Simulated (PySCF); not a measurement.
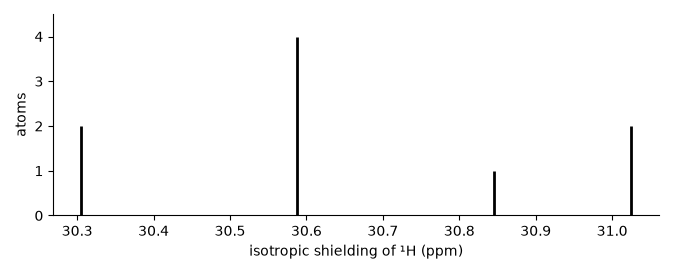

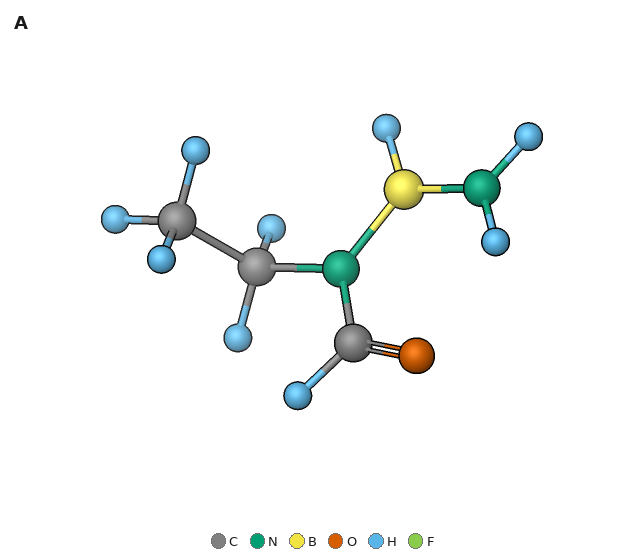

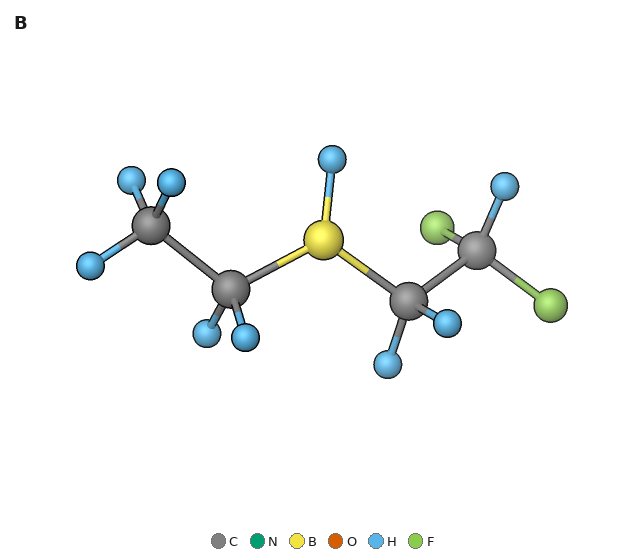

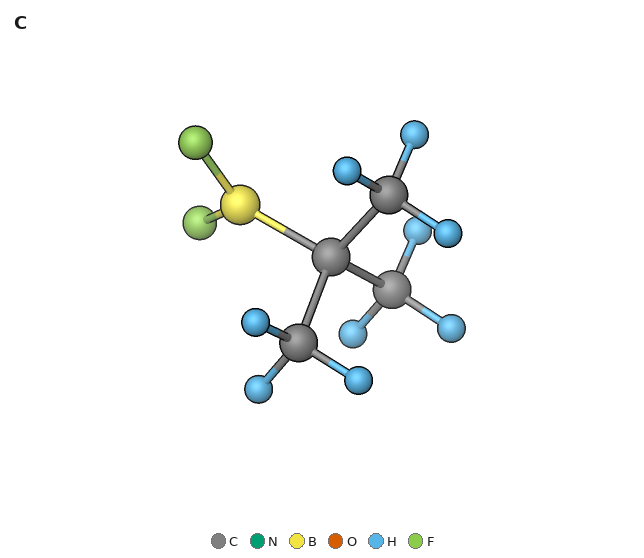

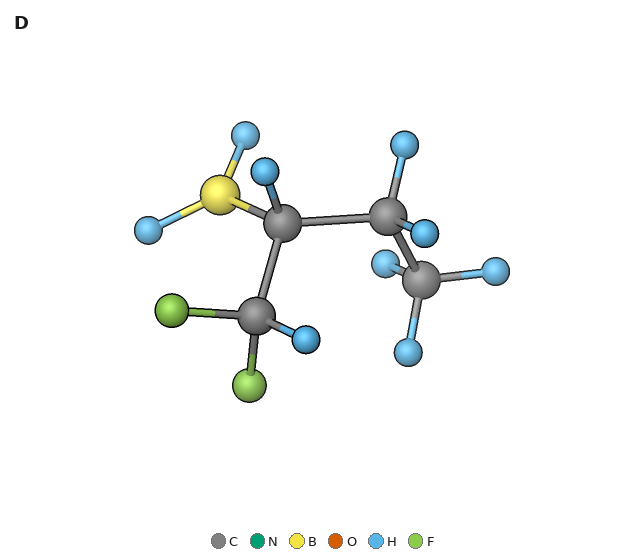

The sticks are computed shieldings of one of the molecules, for one fixed geometry (GFN2-xTB) without averaging over rotations. Low shielding means a high chemical shift. Method: GIAO PBE0/pcSseg-1 NMR shielding, non-relativistic, gas phase (PySCF 2.14.0).

> Which molecule gives this pattern?

C, `CC(C)(C)B(F)F`. Its 9 H atoms give lines at 30.30 (2 atoms), 30.59 (4 atoms), 30.84, 31.03 (2 atoms) ppm.

The geometry is semi-empirical. Around B such bond lengths and angles can be off by a tenth of an ångström or more and by several degrees, and values that hang on the shape move with them.
